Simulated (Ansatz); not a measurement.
# Frozen-phonon scan for GaN (wurtzite)

GaN (wurtzite)

```
GaN
1.0
    3.21838     0.00000     0.00000
   -1.60919     2.78720     0.00000
    0.00000     0.00000     5.24320
Ga N
2 2
Direct
  0.66667   0.33333   0.00096
  0.33333   0.66667   0.50096
  0.66667   0.33333   0.62424
  0.33333   0.66667   0.12424
```

A phonon eigenvector at Γ is frozen into this cell: atom i moves by Q times the vector below, so Q is the largest atomic displacement, in Å. The cell is held. It is one choice among 2 degenerate patterns.

```json
[
 {"atom": "Ga1", "x": "0.000", "y": "-0.161", "z": "0.000"},
 {"atom": "Ga2", "x": "0.000", "y": "0.161", "z": "0.000"},
 {"atom": "N3", "x": "0.000", "y": "-1.000", "z": "0.000"},
 {"atom": "N4", "x": "0.000", "y": "1.000", "z": "0.000"}
]
```

Computed with PBE (plane waves to 420 eV, PAW, scalar-relativistic; Ansatz, a program for electronic structure). k mesh 12×12×6 (Γ-centred), Fermi-Dirac smearing 0.05 eV. Energies are smeared free energies. GaN was relaxed with its symmetry unable to fall. ΔE is measured from the undisplaced structure.

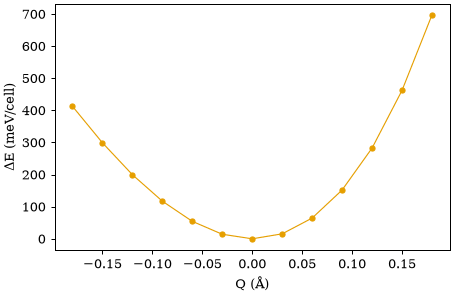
*ΔE (meV/cell) against Q (Å); computed points joined by lines.*

The energy at Q = 0.180 Å is 697 meV/cell. Symmetry of the curve: not even: the positive side lies higher at ±0.180 Å. Shape of the curve: a single well with its minimum at or next to zero displacement. Wavenumber by perturbation theory (DFPT, on another k mesh): 532 cm⁻¹. Space group of the distorted cell: Cmc2_1 (No. 36), lowered from P6_3mc.

(A displaced cell: forces are minus the slopes of the energy, force constants its curvatures, and phonons follow from these.)
